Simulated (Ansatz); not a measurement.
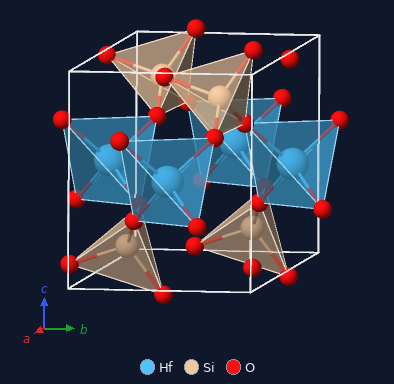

Structure drawing (polyhedral), viewed slightly off an axis. The frame is the conventional unit cell; atoms at its boundary are shown with their periodic copies. Some neighbours outside the box are added.

HfSi2O6, space group C2 (No. 5), a = 9.911 Å, b = 5.008 Å, c = 5.881 Å, α = 90.00°, β = 91.78°, γ = 90.00°. The structure was taken from a structure type filled with these elements by a generator (whether the compound takes this form wasn't checked). Earlier steps of the study, as a rule a relaxation of our own, may have changed the cell and positions, so they can lie some per cent off the listed ones. It went into a calculation with Ansatz.

This one geometry was computed with Ansatz (DFT, plane waves, PAW) at three levels of theory: r2SCAN, PBE and PBEsol.

Question: Which level gives the highest pressure at this volume, and what does that say about its equilibrium volume?

Answer: Highest: PBE (0.0 GPa), which points to the largest equilibrium volume. Lowest, with the smallest volume: r2SCAN (-4.0 GPa). Levels within 0.5 GPa of each other can't be told apart.

Question: How does the band gap change with the level of theory?

Answer: PBEsol: a gap of 4.95 eV, indirect; PBE: a gap of 5.03 eV, indirect; r2SCAN: a gap of 5.58 eV, indirect.

Question: Collect the results in a table.

Answer:
| level | cutoff (eV) | k-mesh of the run's cell | gap (eV) | pressure (GPa) |
| --- | --- | --- | --- | --- |
| r2SCAN | 500 | 6×6×4 | 5.58 | -4.0 |
| PBE | 420 | 6×6×4 | 5.03 | 0.0 |
| PBEsol | 420 | 6×6×4 | 4.95 | -2.7 |

Gaps are taken on the k-mesh or band path of each run.
